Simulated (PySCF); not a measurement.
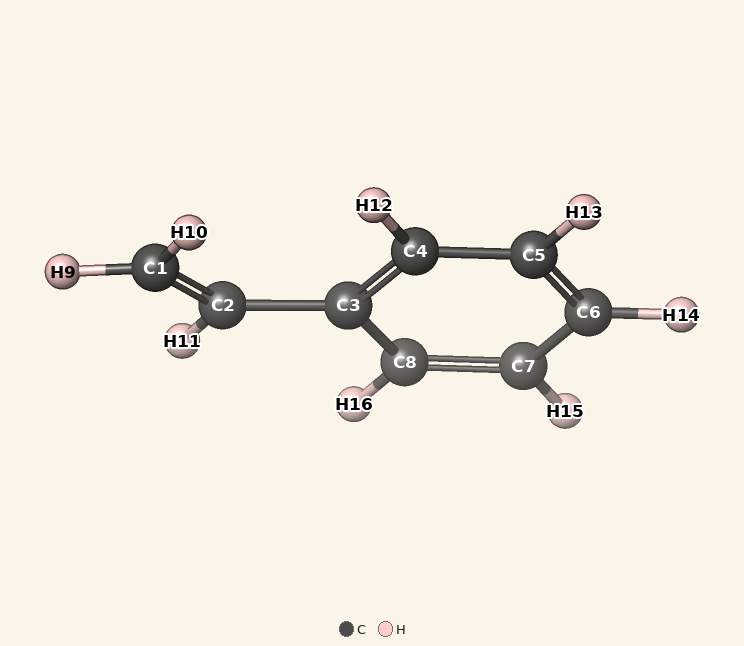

Depth is shown by fading: the farther an atom, the more it takes the colour of the background. Computed geometry: PBE0-D3(BJ)/def2-TZVP optimisation. No frequency run is at hand to confirm it as a minimum.

What is the conformation of the ring C3–C4–C5–C6–C7–C8?

Answer. It is planar. The Cremer–Pople amplitude Q is 0.01 Å.

Give the torsion angles round the ring, beginning with the bond from its second to its third atom.

Answer. 0°, 0°, 0°, 0°, 1°, −1°.
